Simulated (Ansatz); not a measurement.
# SiH3+ (triplet): the correlation ladder at a displaced geometry (v2), cc-pVTZ

Aim: climb from Hartree-Fock through coupled cluster and multireference methods for SiH3+ (triplet) at one geometry and basis, and see what each rung misses.

Computed with Ansatz 0.2.0, Gaussian basis. Level: cc-pVTZ, core rule «outside noble gas», up to 5 orbitals frozen.

To be run: UHF; CCSD(T) on ROHF; CCSD(T) on UHF; BCCD(T) on ROHF; CCSDT(Q) on ROHF; CCSDT(Q) on UHF; CASSCF and MRCISD+Q, 6 electrons in 7 orbitals; CASSCF and NEVPT2, 6 electrons in 7 orbitals.

15 further runs of the same task are left out: 2 for a known fault of the program, 3 that didn't finish, 10 set aside as unsound or not needed.

## Step 1: The system

The geometry is a PBE0/def2-TZVP stationary point (not a proven minimum) with its atoms shifted at random (size 0.100 Å).

4 atoms, charge 1, spin multiplicity 3.

Atoms are counted from 1 here; the program's logs count them from 0.

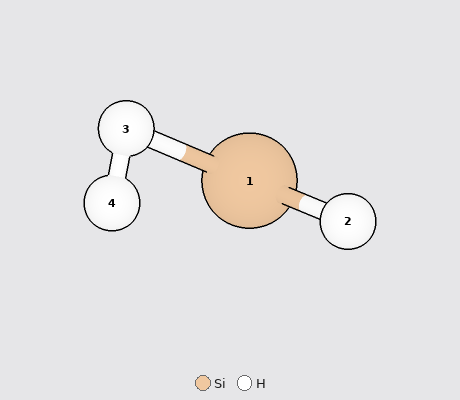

The structure; silicon light orange, hydrogen white; atoms are numbered from 1 in the order of the file.

In the tables R marks a restricted open-shell determinant and U an unrestricted one; 'valence' is the active space of 6 electrons in 7 orbitals; energies count from the table's Hartree-Fock row.

## Step 2: UHF

Contents of in.yaml:

```yaml
crystal:
  periodic: [false, false, false]
  atoms:
    - {symbol: Si, position_ang: [0.008368, 0.070728, -0.079899]}
    - {symbol: H, position_ang: [-0.156506, -1.214045, -0.813037]}
    - {symbol: H, position_ang: [0.359435, -0.350734, 1.510569]}
    - {symbol: H, position_ang: [-0.436098, -0.406004, 1.528783]}
basis:
  gaussian: {orbitals: cc-pVTZ}
total_charge: 1
magnetization: {spin_polarized: true, initial_magnetization: 2}
hamiltonian: {xc: hf}
output: {orbitals: {seedname: orbitals}}
```

Run with:

```bash
> ansatz run in.yaml --threads 1 --pin off --events-out ev --progress --plain --max-ram 2393MiB
```

Standard output:

```text
Functional definition: HF
  name "HF"
  cite "Fock, Z. Phys. 61, 126 (1930) doi:10.1007/BF01340294"
  parent pbe
  exchange = exact_x
  correlation = 0
535 factors; their error is unknown
mean field evaluation 1: about -7897.2494 eV, gradient 8.1e0 eV
mean field evaluation 2: about -7898.0164 eV, gradient 3.0e0 eV
mean field evaluation 4: about -7898.2019 eV, gradient 4.0e-1 eV
mean field evaluation 8: about -7898.4080 eV, gradient 1.6e-1 eV
mean field -7898.40820532 eV, -290.2611478120 hartree, gradient 1.5e-5 eV, S^2 2.006591; 0 other end points of the search recorded, 0 dependent functions left out
reference -7898.40820532 eV, -290.2611478120 hartree; 9, 7 occupied and 67, 69 virtual orbitals, 535 factors
Total energy: -7898.40820532 eV, -290.2611478120 hartree
```

Run time: 0.76 s. Hardware: 1 thread of Arm Neoverse V2, shared host.

From the report: ⟨S²⟩ of the determinant 2.007 (pure triplet: 2.00).

## Step 3: CCSD(T) on ROHF

Edit in.yaml of step 2 so:

```diff
@@ -10,4 +10,4 @@
 total_charge: 1
-magnetization: {spin_polarized: true, initial_magnetization: 2}
-hamiltonian: {xc: hf}
-output: {orbitals: {seedname: orbitals}}
+magnetization: {spin_polarized: false, initial_magnetization: 2}
+correlation: {method: ccsd_t, electrons: outside_noble_gas}
+output: {forces: true}
```

Same command.

Standard output (excerpt; [...] marks lines left out):

```text
Functional definition: HF
  name "HF"
  cite "Fock, Z. Phys. 61, 126 (1930) doi:10.1007/BF01340294"
  parent pbe
[...]
428 factors; integrals over basis functions are off by at most 8.1e-4 eV
[...]
mean field -7898.35239903 eV, -290.2590969688 hartree, gradient 5.5e-6 eV, S^2 2.000000; 0 other end points of the search recorded, 0 dependent functions left out
5 core orbitals not correlated: weight in the atoms' cores, before any rotation towards them, 1.000 or more for the frozen orbitals, at most 0.000 for the correlated occupied ones
reference -7898.35239903 eV, -290.2590969688 hartree; 4, 2 occupied and 67, 69 virtual orbitals, 428 factors
second order -2.49336954 eV of doubles, -0.03174046 eV of singles
cycle   1  -2.94799386 eV  change   -4.2e-1 eV  update   5.4e-2
[...]
cycle  12  -3.15095372 eV  change    2.6e-7 eV  update   7.7e-7
perturbative correction -0.08024650 eV, -0.0029490044 hartree
[...]
Total energy: -7901.58359925 eV, -290.3778413866 hartree
Atom 0 at     0.008368     0.070728    -0.079899 Å, force    -0.166798     0.098874    -0.309716 eV/Å
Atom 1 at    -0.156506    -1.214045    -0.813037 Å, force     0.065674    -0.017923    -0.020512 eV/Å
Atom 2 at     0.359435    -0.350734     1.510569 Å, force     0.948702    -0.149692     0.302492 eV/Å
Atom 3 at    -0.436098    -0.406004     1.528783 Å, force    -0.847578     0.068741     0.027736 eV/Å
Dipole moment:    -0.003496    -0.053490     0.250351 e Å
```

Run time: 7.5 s. Hardware: 1 thread of Arm Neoverse V2, shared host; peak memory 0.37 GiB.

From the report: correlation -3.2312 eV; T1 0.026; largest double amplitude 0.04.

## Step 4: CCSD(T) on UHF

Edit in.yaml of step 3 so:

```diff
@@ -10,3 +10,3 @@
 total_charge: 1
-magnetization: {spin_polarized: false, initial_magnetization: 2}
+magnetization: {spin_polarized: true, initial_magnetization: 2}
 correlation: {method: ccsd_t, electrons: outside_noble_gas}
```

Same command.

Standard output (excerpt; [...] marks lines left out):

```text
Functional definition: HF
  name "HF"
  cite "Fock, Z. Phys. 61, 126 (1930) doi:10.1007/BF01340294"
  parent pbe
[...]
428 factors; integrals over basis functions are off by at most 8.1e-4 eV
[...]
mean field -7898.40848564 eV, -290.2611581138 hartree, gradient 4.5e-6 eV, S^2 2.006591; 0 other end points of the search recorded, 0 dependent functions left out
5 core orbitals not correlated: weight in the atoms' cores, before any rotation towards them, 1.000 or more for the frozen orbitals, at most 0.000 for the correlated occupied ones
reference -7898.40848564 eV, -290.2611581138 hartree; 4, 2 occupied and 67, 69 virtual orbitals, 428 factors
second order -2.47720280 eV of doubles, -0.00000000 eV of singles
cycle   1  -2.89878665 eV  change   -4.2e-1 eV  update   5.3e-2
[...]
cycle  12  -3.09836639 eV  change    4.9e-7 eV  update   8.6e-7
perturbative correction -0.07882555 eV, -0.0028967854 hartree
[...]
Total energy: -7901.58567758 eV, -290.3779177639 hartree
Atom 0 at     0.008368     0.070728    -0.079899 Å, force    -0.166772     0.099328    -0.310517 eV/Å
Atom 1 at    -0.156506    -1.214045    -0.813037 Å, force     0.065671    -0.017945    -0.020131 eV/Å
Atom 2 at     0.359435    -0.350734     1.510569 Å, force     0.947903    -0.149975     0.302782 eV/Å
Atom 3 at    -0.436098    -0.406004     1.528783 Å, force    -0.846801     0.068592     0.027866 eV/Å
Dipole moment:    -0.003493    -0.053432     0.250405 e Å
```

Wall time 7 s (1 thread of Arm Neoverse V2, shared host); peak memory 0.37 GiB.

From the report: ⟨S²⟩ of the determinant 2.007 (pure triplet: 2.00); correlation -3.1772 eV; T1 0.020; largest double amplitude 0.03.

## Step 5: BCCD(T) on ROHF

Edit in.yaml of step 4 so:

```diff
@@ -10,4 +10,3 @@
 total_charge: 1
-magnetization: {spin_polarized: true, initial_magnetization: 2}
-correlation: {method: ccsd_t, electrons: outside_noble_gas}
-output: {forces: true}
+magnetization: {spin_polarized: false, initial_magnetization: 2}
+correlation: {method: bccd_t, electrons: outside_noble_gas}
```

Launched as before.

Standard output (excerpt; [...] marks lines left out):

```text
Functional definition: HF
  name "HF"
  cite "Fock, Z. Phys. 61, 126 (1930) doi:10.1007/BF01340294"
  parent pbe
[...]
428 factors; integrals over basis functions are off by at most 8.1e-4 eV
[...]
mean field -7898.35239903 eV, -290.2590969688 hartree, gradient 5.5e-6 eV, S^2 2.000000; 0 other end points of the search recorded, 0 dependent functions left out
5 core orbitals not correlated: weight in the atoms' cores, before any rotation towards them, 1.000 or more for the frozen orbitals, at most 0.000 for the correlated occupied ones
reference -7898.35239903 eV, -290.2590969688 hartree; 4, 2 occupied and 67, 69 virtual orbitals, 428 factors
second order -2.49336954 eV of doubles, -0.03174046 eV of singles
cycle   1  -2.96096411 eV  change   -4.4e-1 eV  update   5.4e-2
[...]
cycle  11  -3.14914904 eV  change    1.7e-6 eV  update   3.2e-6
perturbative correction -0.08250878 eV, -0.0030321417 hartree
Total energy: -7901.58405685 eV, -290.3778582033 hartree
```

Wall time 2.2 s (1 thread of Arm Neoverse V2, shared host); peak memory 0.31 GiB.

From the report: correlation -3.2317 eV; largest double amplitude 0.03.

## Step 6: CCSDT(Q) on ROHF

Edit in.yaml of step 5 so:

```diff
@@ -11,2 +11,2 @@
 magnetization: {spin_polarized: false, initial_magnetization: 2}
-correlation: {method: bccd_t, electrons: outside_noble_gas}
+correlation: {method: ccsdt_q, electrons: outside_noble_gas}
```

Same command.

Standard output (excerpt; [...] marks lines left out):

```text
Functional definition: HF
  name "HF"
  cite "Fock, Z. Phys. 61, 126 (1930) doi:10.1007/BF01340294"
  parent pbe
[...]
934 factors; integrals over basis functions are off by at most 1.6e-7 eV
[...]
mean field -7898.35240135 eV, -290.2590970542 hartree, gradient 3.6e-6 eV, S^2 2.000000; 0 other end points of the search recorded, 0 dependent functions left out
5 core orbitals not correlated: weight in the atoms' cores, before any rotation towards them, 1.000 or more for the frozen orbitals, at most 0.000 for the correlated occupied ones
reference -7898.35240135 eV, -290.2590970542 hartree; 4, 2 occupied and 67, 69 virtual orbitals, 934 factors
second order -2.49338044 eV of doubles, -0.03174048 eV of singles
cycle   1  -2.94798000 eV  change   -4.2e-1 eV  update   5.8e-2
[...]
cycle  15  -3.25224189 eV  change    5.1e-7 eV  update   2.8e-7
perturbative correction -0.00177201 eV, -0.0000651201 hartree
Total energy: -7901.60641525 eV, -290.3786798592 hartree
```

Wall time 2 min (1 thread of Arm Neoverse V2, shared host); peak memory 0.96 GiB.

From the report: correlation -3.2540 eV; T1 0.028; largest double amplitude 0.04.

## Step 7: CCSDT(Q) on UHF

Edit in.yaml of step 6 so:

```diff
@@ -10,3 +10,3 @@
 total_charge: 1
-magnetization: {spin_polarized: false, initial_magnetization: 2}
+magnetization: {spin_polarized: true, initial_magnetization: 2}
 correlation: {method: ccsdt_q, electrons: outside_noble_gas}
```

The command is unchanged.

Standard output (excerpt; [...] marks lines left out):

```text
Functional definition: HF
  name "HF"
  cite "Fock, Z. Phys. 61, 126 (1930) doi:10.1007/BF01340294"
  parent pbe
[...]
934 factors; integrals over basis functions are off by at most 1.6e-7 eV
[...]
mean field -7898.40848804 eV, -290.2611582017 hartree, gradient 3.8e-6 eV, S^2 2.006591; 0 other end points of the search recorded, 0 dependent functions left out
5 core orbitals not correlated: weight in the atoms' cores, before any rotation towards them, 1.000 or more for the frozen orbitals, at most 0.000 for the correlated occupied ones
reference -7898.40848804 eV, -290.2611582017 hartree; 4, 2 occupied and 67, 69 virtual orbitals, 934 factors
second order -2.47721347 eV of doubles, -0.00000000 eV of singles
cycle   1  -2.89877296 eV  change   -4.2e-1 eV  update   5.7e-2
[...]
cycle  15  -3.19825036 eV  change    4.8e-7 eV  update   2.7e-7
perturbative correction -0.00183789 eV, -0.0000675412 hartree
Total energy: -7901.60857629 eV, -290.3787592759 hartree
```

Wall time 1.9 min (1 thread of Arm Neoverse V2, shared host); peak memory 0.95 GiB.

From the report: ⟨S²⟩ of the determinant 2.007 (pure triplet: 2.00); correlation -3.2001 eV; T1 0.021; largest double amplitude 0.04.

## Step 8: CASSCF and MRCISD+Q, 6 electrons in 7 orbitals

Edit in.yaml of step 7 so:

```diff
@@ -10,3 +10,3 @@
 total_charge: 1
-magnetization: {spin_polarized: true, initial_magnetization: 2}
-correlation: {method: ccsdt_q, electrons: outside_noble_gas}
+magnetization: {spin_polarized: false, initial_magnetization: 2}
+correlation: {method: fic_mrcisd_q, electrons: outside_noble_gas, active_space: {window: {electrons: 6, orbitals: 7}, shells: [{species: H, l: s, shell: 1}, {species: Si, l: s, shell: 3}, {species: Si, l: p, shell: 3}]}}
```

Launched as before.

Standard output (excerpt; [...] marks lines left out):

```text
Functional definition: HF
  name "HF"
  cite "Fock, Z. Phys. 61, 126 (1930) doi:10.1007/BF01340294"
  parent pbe
[...]
934 factors; integrals over basis functions are off by at most 1.6e-7 eV
[...]
mean field -7898.35240135 eV, -290.2590970542 hartree, gradient 3.6e-6 eV, S^2 2.000000; 0 other end points of the search recorded, 0 dependent functions left out
reference -7898.35240135 eV, -290.2590970542 hartree; 9, 7 occupied and 67, 69 virtual orbitals, 934 factors
state -7899.58743297 eV, -290.3044836291 hartree
contracted CI cycle   1: correlation 0.00000000 eV, 0.0000000000 hartree, residual 1.18e1 eV
contracted CI cycle   2: correlation -1.79524896 eV, -0.0659741823 hartree, residual 2.93e0 eV
contracted CI cycle   3: correlation -1.90120852 eV, -0.0698681243 hartree, residual 7.72e-1 eV
contracted CI cycle   4: correlation -1.90852545 eV, -0.0701370167 hartree, residual 2.30e-1 eV
contracted CI cycle   5: correlation -1.90912075 eV, -0.0701588935 hartree, residual 6.67e-2 eV
contracted CI cycle   6: correlation -1.90917467 eV, -0.0701608749 hartree, residual 2.15e-2 eV
contracted CI cycle   7: correlation -1.90918020 eV, -0.0701610782 hartree, residual 7.07e-3 eV
contracted CI cycle   8: correlation -1.90918079 eV, -0.0701611000 hartree, residual 2.35e-3 eV
contracted CI cycle   9: correlation -1.90918086 eV, -0.0701611025 hartree, residual 7.29e-4 eV
state -7899.58743297 eV, -290.3044836291 hartree; corrected -7901.57228563 eV, -290.3774256190 hartree
Total energy: -7901.57228563 eV, -290.3774256190 hartree
Checks for a lower state left out: starts, orbital_swaps
```

Run time: 6 s. Hardware: 1 thread of Arm Neoverse V2, shared host; peak memory 0.29 GiB.

From the report: 1,225 determinants; active occupations 1.98, 1.97, 1.00, 1.00, 0.02, 0.02, 0.01.

## Step 9: CASSCF and NEVPT2, 6 electrons in 7 orbitals

Contents of in.yaml:

```yaml
crystal:
  periodic: [false, false, false]
  atoms:
    - {symbol: Si, position_ang: [0.008368, 0.070728, -0.079899]}
    - {symbol: H, position_ang: [-0.156506, -1.214045, -0.813037]}
    - {symbol: H, position_ang: [0.359435, -0.350734, 1.510569]}
    - {symbol: H, position_ang: [-0.436098, -0.406004, 1.528783]}
basis:
  gaussian: {orbitals: cc-pVTZ}
total_charge: 1
magnetization: {spin_polarized: false, initial_magnetization: 2}
correlation: {method: sc_nevpt2, electrons: outside_noble_gas, active_space: {window: {electrons: 6, orbitals: 7}, shells: [{species: H, l: s, shell: 1}, {species: Si, l: s, shell: 3}, {species: Si, l: p, shell: 3}]}}
```

The command is unchanged.

Standard output:

```text
Functional definition: HF
  name "HF"
  cite "Fock, Z. Phys. 61, 126 (1930) doi:10.1007/BF01340294"
  parent pbe
  exchange = exact_x
  correlation = 0
934 factors; integrals over basis functions are off by at most 1.6e-7 eV
mean field evaluation 1: about -7897.4105 eV, gradient 9.2e0 eV
mean field evaluation 2: about -7897.4132 eV, gradient 9.2e0 eV
mean field evaluation 4: about -7898.3315 eV, gradient 9.7e-1 eV
mean field evaluation 8: about -7898.3524 eV, gradient 1.1e-4 eV
mean field -7898.35240135 eV, -290.2590970542 hartree, gradient 3.6e-6 eV, S^2 2.000000; 0 other end points of the search recorded, 0 dependent functions left out
reference -7898.35240135 eV, -290.2590970542 hartree; 9, 7 occupied and 67, 69 virtual orbitals, 934 factors
state -7899.58743297 eV, -290.3044836291 hartree
state -7899.58743297 eV, -290.3044836291 hartree; corrected -7900.99729790 eV, -290.3562952095 hartree
Total energy: -7900.99729790 eV, -290.3562952095 hartree
Checks for a lower state left out: starts, orbital_swaps
```

Wall time 2.8 s (1 thread of Arm Neoverse V2, shared host).

From the report: 1,225 determinants; active occupations 1.98, 1.97, 1.00, 1.00, 0.02, 0.02, 0.01.

## Step 10: Natural occupations

Natural occupations of the CASSCF valence state about the gap (report; correlated orbitals 1 to 7): 1.977, 1.966, 1.001, 0.999, 0.024, 0.019, 0.013. The count of effectively unpaired electrons, Σ n²(2 − n)², is 2.01; a single determinant of this spin has 2.

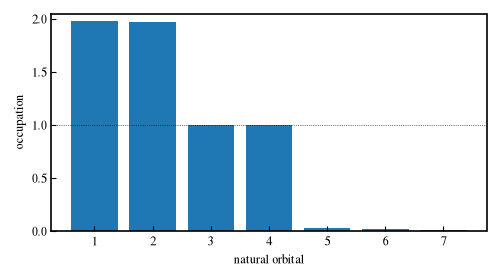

Natural occupations of the CASSCF valence state.

## Step 11: Misses and costs

The yardstick is UCCSDT(Q), where the cluster series has nearly closed. Rows without a time come out of other runs: HF, MP2 and CCSD of CCSD(T), CCSDT of CCSDT(Q), CASSCF and MRCISD of the multireference runs. The times of RCCSD(T), UCCSD(T) include forces.

Differences are taken before rounding.

| method | energy from the lowest RHF (kJ/mol) | from UCCSDT(Q) (kJ/mol) | time |
| --- | --- | --- | --- |
| RHF | 0.0 | +314.2 |  |
| UHF | -5.4 | +308.8 |  |
| RMP2 | -243.6 | +70.5 |  |
| UMP2 | -244.4 | +69.7 |  |
| RCCSD | -304.0 | +10.2 |  |
| UCCSD | -304.4 | +9.8 |  |
| RCCSD(T) | -311.8 | +2.4 | 7.5 s |
| UCCSD(T) | -312.0 | +2.2 | 7 s |
| BCCD(T) | -311.8 | +2.4 | 2.2 s |
| RCCSDT | -313.8 | +0.4 |  |
| UCCSDT | -314.0 | +0.2 |  |
| RCCSDT(Q) | -314.0 | +0.2 | 2 min |
| UCCSDT(Q) | -314.2 | 0 | 1.9 min |
| CASSCF valence | -119.2 | +195.0 |  |
| NEVPT2 valence | -255.2 | +59.0 | 2.8 s |
| MRCISD valence | -303.4 | +10.8 |  |
| MRCISD+Q valence | -310.7 | +3.5 | 6 s |

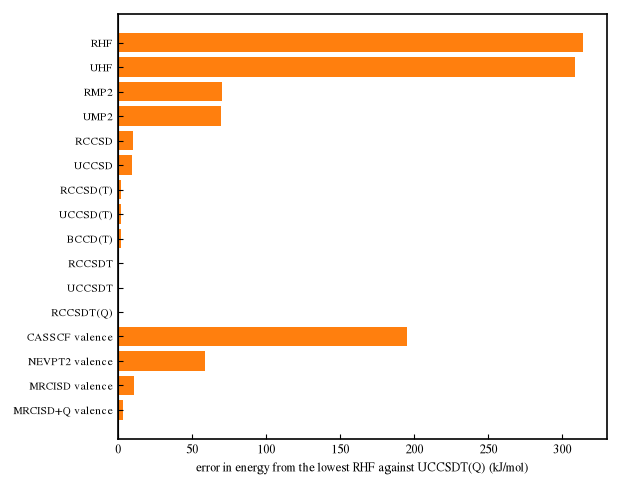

Error of each method against UCCSDT(Q).

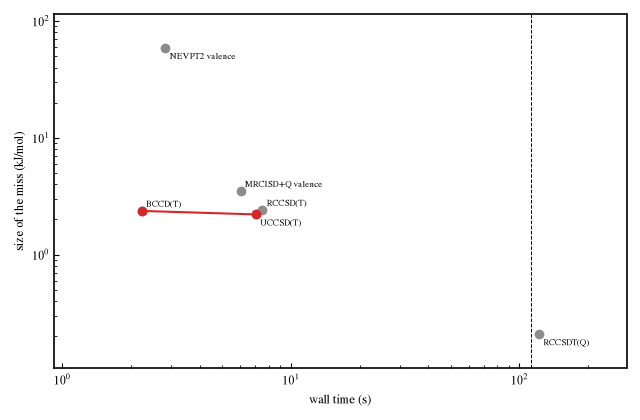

Miss against cost. Red marks the levels that no quicker level drawn beats (of those quicker than the yardstick), and the dashed line is the time of UCCSDT(Q). Times are from a shared host.

## Step 12: Summary of results

| quantity | value |
| --- | --- |
| UCCSDT(Q) below the RHF energy | -3.2562 eV |
| RMP2 from UCCSDT(Q) | +70.5 kJ/mol |
| UMP2 from UCCSDT(Q) | +69.7 kJ/mol |
| RCCSD from UCCSDT(Q) | +10.2 kJ/mol |
| RCCSD(T) from UCCSDT(Q) | +2.4 kJ/mol |
| UCCSD(T) from UCCSDT(Q) | +2.2 kJ/mol |
| RCCSDT(Q) from UCCSDT(Q) | +0.2 kJ/mol |
| NEVPT2 valence from UCCSDT(Q) | +59.0 kJ/mol |
| MRCISD+Q valence from UCCSDT(Q) | +3.5 kJ/mol |
| levels within 1 kcal/mol (43 meV) | RCCSD(T), UCCSD(T), BCCD(T), RCCSDT, UCCSDT, RCCSDT(Q), MRCISD+Q valence |
| T1 diagnostic | 0.026 |
| effectively unpaired electrons | 2.01 |

**Reading.** RCCSD(T) lands +2.4 kJ/mol from the yardstick (0.8 % of the correlation energy). One determinant dominates. Of the multireference levels listed MRCISD+Q valence comes nearest in total energy (+3.5 kJ/mol), which doesn't show that its space is the better one. These misses are within one basis, not against nature; the frozen cores of restricted and unrestricted runs differ, which can shift their rows.

UCCSD(T) reaches 2.2 kJ/mol from the reference in 7 s, where UCCSDT(Q) took 1.9 min; the quickest level in the cost chart, BCCD(T), takes 2.2 s and misses by 2.4 kJ/mol.
